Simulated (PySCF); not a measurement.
## Electronic structure of C2H6F2O2Si (SMILES CO[Si](F)(F)OC) in real space

```yaml
atoms:
  - { symbol: C, position_ang: [-2.3154, 0.1681, 0.2979] }
  - { symbol: O, position_ang: [-0.9101, 0.2365, 0.2027] }
  - { symbol: Si, position_ang: [0.0365, 0.2552, -1.0863] }
  - { symbol: F, position_ang: [-0.2782, -1.0091, -2.0183] }
  - { symbol: F, position_ang: [-0.2166, 1.4876, -2.0574] }
  - { symbol: O, position_ang: [1.5706, 0.3779, -0.6926] }
  - { symbol: C, position_ang: [2.3714, -0.3557, 0.1991] }
  - { symbol: H, position_ang: [-2.5644, 0.0839, 1.3554] }
  - { symbol: H, position_ang: [-2.7660, 1.0712, -0.1158] }
  - { symbol: H, position_ang: [-2.6959, -0.6999, -0.2417] }
  - { symbol: H, position_ang: [3.3529, 0.1180, 0.2153] }
  - { symbol: H, position_ang: [1.9414, -0.3446, 1.2011] }
  - { symbol: H, position_ang: [2.4694, -1.3887, -0.1385] }
```

Geometry: GFN2-xTB.

The calculation used PBE0/pcSseg-1, SCF density, gas phase, non-relativistic in PySCF.

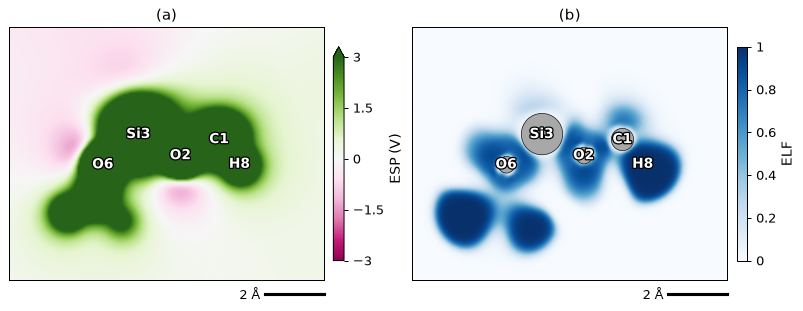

Figure 1. (a) electrostatic potential; (b) ELF on the plane of atoms O2, C1 and H8. Grey discs cover the atomic cores in the ELF map.

Question: What does the map show?

Answer:
- Atoms in the plane: C, O, Si and H.
- C–O (1.41 Å): the ELF peaks at about 0.90 between the atoms, as expected for a polar covalent bond.
- Si–O (1.59 Å): the ELF peaks at about 0.85 between the atoms (a polar covalent bond).
- C–H (1.09 Å): the ELF climbs to about 1 towards the hydrogen, as it does in any bond to H; a covalent bond by its length.
- The ELF also peaks beside O2 and O6, away from the bonds: lone-pair regions.
- Outside the dense part of the molecule the potential is most negative (−1.3 V) near O6.

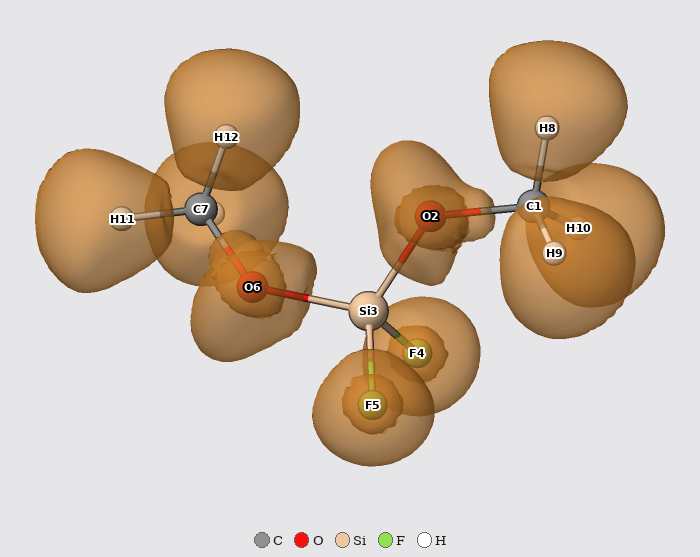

Figure 2. Isosurface of the electron localisation function at 0.75 (orange), seen at a tilt. Only the valence region is drawn (cores and ρ < 0.01 e/Å³ removed).

Question: Describe the localisation domains.

Answer: The ELF exceeds this value in six regions around hydrogen nuclei, two regions on O in which the atom's valence shell and bonds are merged and two regions wrapped around F (its lone pairs, merged into a ring or cap).

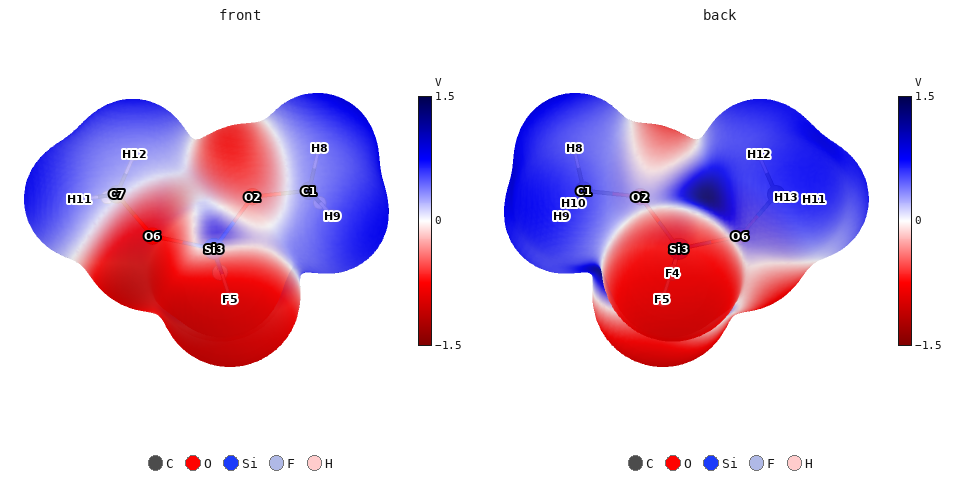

Figure 3. The molecular electrostatic potential painted on the density surface at 0.001 e/bohr³, seen from the front and from behind; the colour scale runs from red (negative) to blue (positive).

Question: Where is the surface potential most negative and most positive?

Answer: The most negative region (about −1.1 V) lies over F5 and O6, the most positive (about +1.2 V) over Si3.

Question: What dipole moment does the calculation give?

Answer: Its dipole moment is 2.88 D.
